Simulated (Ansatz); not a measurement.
# SnO: pressure series

The parent structure is SnO (space group P4/nmm, No. 129; layered, stacked along the Cartesian z axis).

```cif
data_O2Sn2
_chemical_formula_sum 'Sn2 O2'
_space_group_name_H-M_alt 'P 1'
_space_group_IT_number 1
_cell_length_a 3.77006
_cell_length_b 3.77006
_cell_length_c 4.55984
_cell_angle_alpha 90.000
_cell_angle_beta 90.000
_cell_angle_gamma 90.000
loop_
_space_group_symop_operation_xyz
  'x, y, z'
loop_
_atom_site_label
_atom_site_type_symbol
_atom_site_fract_x
_atom_site_fract_y
_atom_site_fract_z
_atom_site_occupancy
Sn1 Sn 0.50000 0.00000 0.74652 1
Sn2 Sn 0.00000 0.50000 0.25348 1
O1 O 0.50000 0.50000 0.00000 1
O2 O 0.00000 0.00000 0.00000 1
```

Cell and atoms are relaxed at each pressure.

Method: PBEsol-D3(BJ) (Ansatz, a first-principles code, PAW, no SOC).

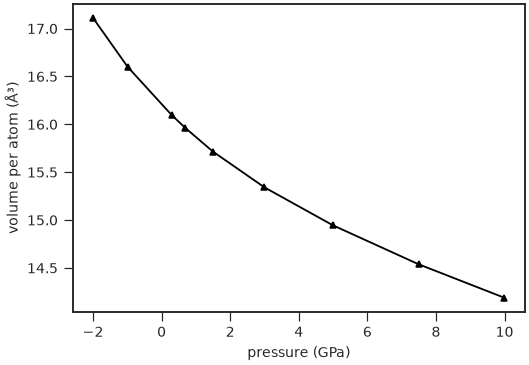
Volume against pressure

**Question.** Estimate the zero-pressure bulk modulus from the plot.

**Answer.** About 45 GPa; a third-order Birch–Murnaghan fit to the points gives V₀ = 16.19 Å³/atom, B₀ = 45 GPa and B₀′ = 8.1.

Load acts through the strain it causes; cell and atoms are relaxed under it. Whether these cells are dynamically stable was not tested. No other phases were tried under pressure. The final runs are not spin-polarised.
